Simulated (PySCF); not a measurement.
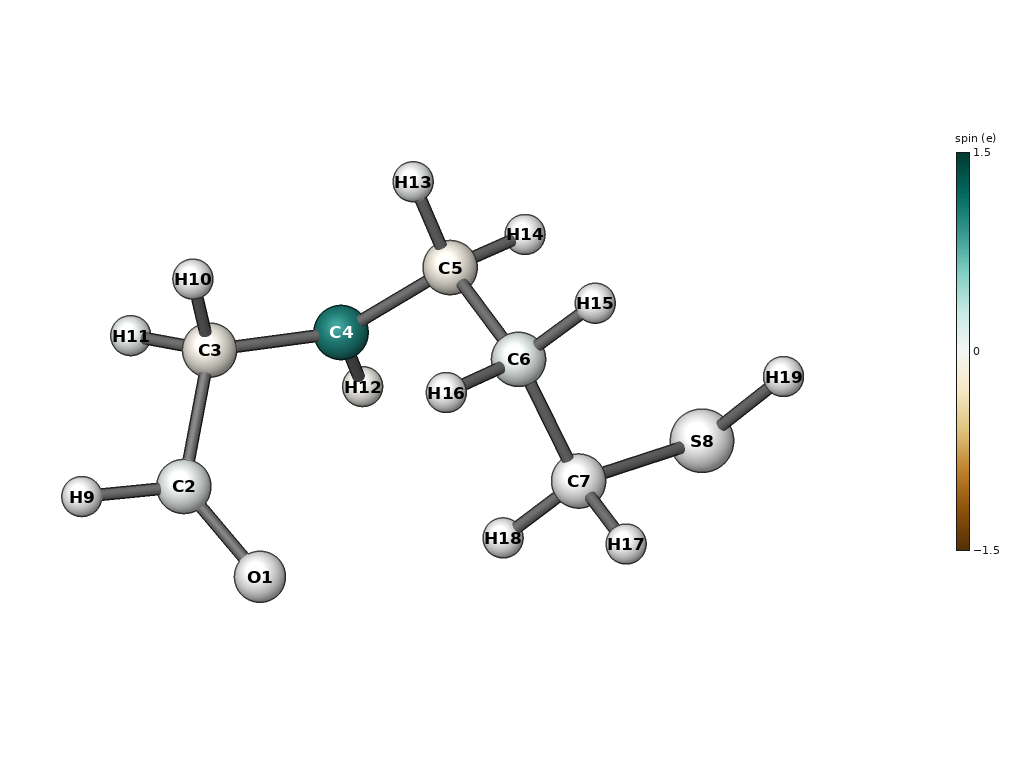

Atoms are coloured by their Mulliken spin populations. State: neutral, doublet. Computed geometry: GFN2-xTB optimisation. No frequency run is at hand to confirm it as a minimum. Level of theory: UKS B3LYP, pcH-1 on C H O S, non-relativistic (PySCF 2.14.0).

Give the Mulliken spin populations atom by atom.

```json
{"atom": "O1", "value (e)": "0.00"}
{"atom": "C2", "value (e)": "0.04"}
{"atom": "C3", "value (e)": "−0.08"}
{"atom": "C4", "value (e)": "1.03"}
{"atom": "C5", "value (e)": "−0.08"}
{"atom": "C6", "value (e)": "0.06"}
{"atom": "C7", "value (e)": "0.00"}
{"atom": "S8", "value (e)": "0.00"}
{"atom": "H9", "value (e)": "0.01"}
{"atom": "H10", "value (e)": "0.01"}
{"atom": "H11", "value (e)": "0.03"}
{"atom": "H12", "value (e)": "−0.04"}
{"atom": "H13", "value (e)": "0.02"}
{"atom": "H14", "value (e)": "0.01"}
{"atom": "H15", "value (e)": "0.01"}
{"atom": "H16", "value (e)": "0.00"}
{"atom": "H17", "value (e)": "0.00"}
{"atom": "H18", "value (e)": "0.00"}
{"atom": "H19", "value (e)": "0.00"}
```

Mulliken values depend strongly on the basis set.
